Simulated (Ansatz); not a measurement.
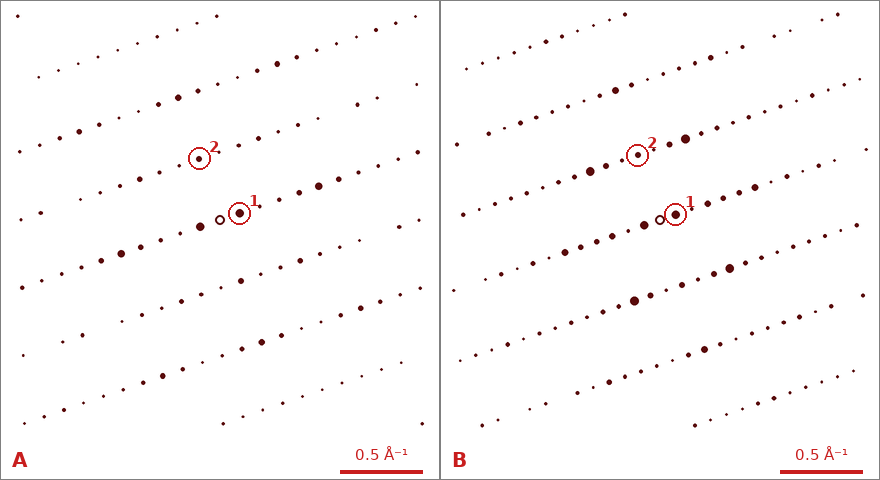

Kinematic electron diffraction patterns (300 kV, B = 0.5 Å², same scale) along [110] of the run's own cell, for the start and the end of one relaxation of CoCuCl with DFT, PAW plane waves, pbe, spin-orbit in Ansatz 0.2.0. k mesh 5×5×3. The start is a generated model structure, and the relaxation ends in the nearest stationary point of its symmetry, not necessarily the ground state. Spot 1 is 0 0 -1 and spot 2 is -1 1 0 in both.

Start structure:

```yaml
crystal:
  lattice:
    - [3.82038, 0.00000, 0.00000]
    - [0.00000, 3.36194, 0.00000]
    - [0.00000, 0.00000, 7.79358]
  atoms:
    - { symbol: Cu, position: [0.00000, 0.50000, 0.09700] }
    - { symbol: Cu, position: [0.50000, 0.00000, 0.90300] }
    - { symbol: Co, position: [0.00000, 0.00000, 0.91700] }
    - { symbol: Co, position: [0.50000, 0.50000, 0.08300] }
    - { symbol: Cl, position: [0.00000, 0.00000, 0.30500] }
    - { symbol: Cl, position: [0.50000, 0.50000, 0.69500] }
```

Question: Which pattern belongs to the start structure, and which to the relaxed one?

Answer: A is the start: its cell gives d(1) = 7.794 Å, d(2) = 2.524 Å and an angle of 90.0°. B is the relaxed structure, with d(1) = 9.722 Å (+24.7 %), d(2) = 2.378 Å (-5.8 %) and 90.0°.

Question: Name reflections whose intensity changes strongly on relaxation.

Answer: 1 -1 -7 comes into sight; 1 -1 -3 goes from 9.5 to 100 % of the strongest spot; 1 -1 2 goes from 3.1 to 20 % of the strongest spot; 0 0 3 goes from 5.1 to 27 % of the strongest spot.

Question: Summarise the relaxation behind the change.

Answer: The volume changed by +11.8 % to 18.65 Å³ an atom; with the mean shift removed, the atoms moved by up to 1.04 Å relative to the cell (Co most); the space group stayed Pmmn (No. 59); the free energy fell by 1400 meV an atom. Relaxed cell: a = 3.090 Å, b = 3.726 Å, c = 9.722 Å, α = 90.00°, β = 90.00°, γ = 90.00°.
